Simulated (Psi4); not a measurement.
Reaction (SMILES): F[C]F (closed-shell singlet) + 3 [H][H] (H2) → C (CH4) + 2 F (HF)
B3LYP-D3(BJ)/def2-TZVP geometries, fixed; electronic energies without zero-point terms.

Basis-set convergence of the energy of full hydrogenation at PBE with Psi4. Cartesian d functions, on some or all atoms, in 6-31+G*; all else is spherical. Density fitting with the program's default auxiliary sets. Psi4's default fitting sets serve the pcseg sets less well. No added dispersion term, no relativity. Functions are those of the species that has most. Reference: the value in aug-cc-pVQZ, -113.78 kcal/mol, itself unsure by roughly 1.08 kcal/mol (its mean distance from def2-QZVPPD, def2-QZVPP, cc-pVQZ). Deviations are taken from unrounded values.

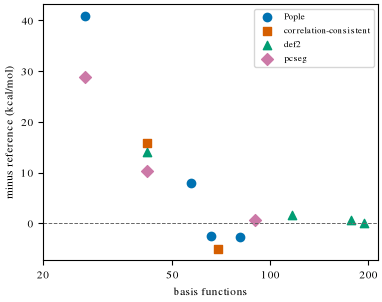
*Deviation from the reference against the number of basis functions, by family of sets.*

```tsv
basis	functions	energy of full hydrogenation (kcal/mol)	minus reference (kcal/mol)
3-21G	27	-72.85	40.94
pcseg-0	27	-85.03	28.76
cc-pVDZ	42	-97.92	15.86
def2-SVP	42	-99.64	14.15
pcseg-1	42	-103.45	10.33
6-31+G*	57	-105.84	7.94
6-311+G**	66	-116.27	-2.48
aug-cc-pVDZ	69	-118.81	-5.03
6-311++G(2d,2p)	81	-116.57	-2.78
pcseg-2	90	-113.21	0.57
def2-TZVPD	117	-112.09	1.69
def2-QZVPP	177	-113.09	0.69
def2-QZVPPD	195	-113.77	0.01
```
